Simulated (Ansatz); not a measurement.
The figure comes from a scan of Os (hcp, Mg type): a phonon pattern at M = (0.5, 0.0, 0.0) is frozen into a 4-atom cell, Q being the largest atomic displacement. The numbers are results of PBE (plane waves to 420 eV, PAW, scalar-relativistic; Ansatz, a program for electronic structure), not measurements. k mesh 19×19×11 (Γ-centred), Fermi-Dirac smearing 0.05 eV. The energy includes the smearing's −TS. With partly filled bands, energies and forces of such displacements shift with the k mesh and the smearing. Os is run without spin polarisation. Os was relaxed with its symmetry unable to fall. Spin-orbit coupling is left out, though Os is heavy. The PAW data are Ansatz's earlier set. ΔE is measured from the undisplaced structure.

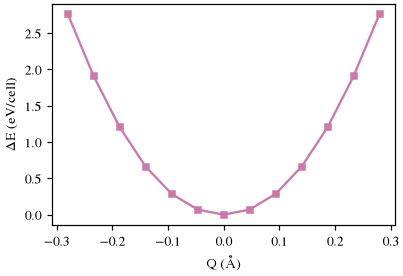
*ΔE (eV/cell) against Q (Å); computed points joined by lines.*

**Question.** Turn the plot into a table (rounded to what can be read).

**Answer.** To the nearest 0.05:

```tsv
Q (Å)	ΔE (eV/cell)
-0.280	2.75
-0.233	1.90
-0.187	1.20
-0.140	0.65
-0.093	0.30
-0.047	0.05
0.000	0.00
0.047	0.05
0.093	0.30
0.140	0.65
0.187	1.20
0.233	1.90
0.280	2.75
```

(For displaced atoms, the force is minus the slope of the energy, and its curvature is a force constant, which sets phonon frequencies.)
